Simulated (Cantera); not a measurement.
A closed system holds: 1 mol SiH2Cl2, 40 mol N2, at 0.170 bar.

Method: chemical equilibrium by Gibbs-energy minimisation in Cantera with the NASA 1993 tables (ideal gas, pure condensed phases). Candidate condensed phases: NH4Cl, Si, Si3N4; 28 gas species. N2 is the only nitrogen source here; it is nearly inert below about 1500 K, so the nitride shown seldom forms there in practice. The tables' values for SiCl3 are old estimates; treat these amounts as uncertain. Equilibrium is a limit: real reactors are often held back by kinetics, nucleation or transport.

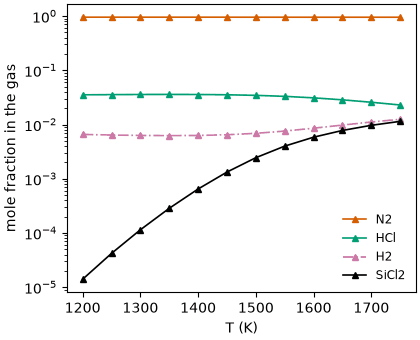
Figure: Equilibrium gas composition (values under 1e-9 drawn at 1e-9)

From 1200 K to 1750 K the condensed part is Si3N4(s). The main Si-bearing gas is SiCl4 at 1200 K and SiCl2 at 1750 K.
